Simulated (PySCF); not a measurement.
Consider C₅H₁₄N₂Si.

```xyz
22

C    -1.8253   -1.0395   -1.0772
N    -0.5117   -0.4194   -1.0288
C    -0.2092    0.3505    0.1782
C    -0.5810   -0.3852    1.4620
C    -0.7782    1.7171    0.1577
N    -1.1920    2.2295   -0.9175
Si    1.7158    0.5353    0.0414
C     2.4705   -1.2002    0.0683
H    -1.8819   -1.8365   -0.3362
H    -1.9556   -1.4831   -2.0638
H    -2.6477   -0.3332   -0.9024
H    -0.4590    0.2472   -1.7955
H    -0.1524    0.1265    2.3215
H    -0.1946   -1.4003    1.4338
H    -1.6613   -0.4271    1.5966
H    -0.7428    2.2396    1.1260
H    -1.5143    3.1914   -0.8521
H     2.2157    1.3379    1.1710
H     2.0045    1.2331   -1.2126
H     3.5208   -1.1578   -0.1998
H     2.4023   -1.6553    1.0517
H     1.9669   -1.8509   -0.6395
```

Geometry: GFN2-xTB.

These are results of PBE0/pcSseg-1, SCF density, gas phase, non-relativistic (PySCF), not measurements.

Question: What will maps of the electron density and electron localisation function show?

Answer: C–N (1.26 Å): ρ at the midpoint is about 2.8 e/Å³; the ELF peaks at about 0.90 between the atoms; a multiple bond.
C–C (1.48 Å): ρ at the midpoint is about 1.8 e/Å³; the ELF peaks at about 0.95 between the atoms, as expected for a covalent bond.
N–H (1.02 Å): ρ is about 2.8 e/Å³ halfway; the ELF climbs to about 1 towards the hydrogen, as it does in any bond to H: an ordinary covalent bond to hydrogen.
C–N (1.46 Å): ρ at the midpoint is about 1.9 e/Å³; the ELF peaks at about 0.90 between the atoms: a shared electron pair.

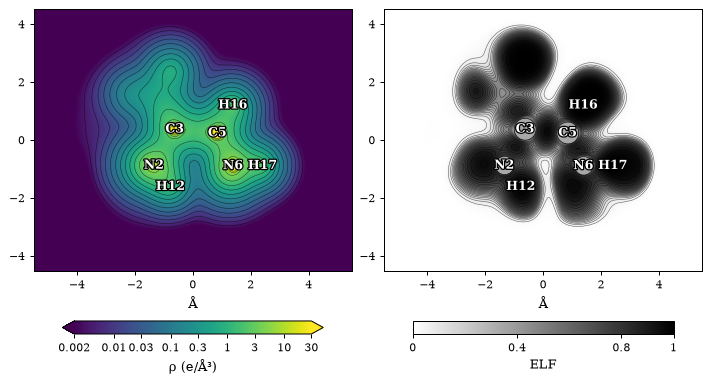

Computed electron density and electron localisation function on the plane of atoms N6, C5 and H16, in this order. Grey discs cover the atomic cores in the ELF map. 
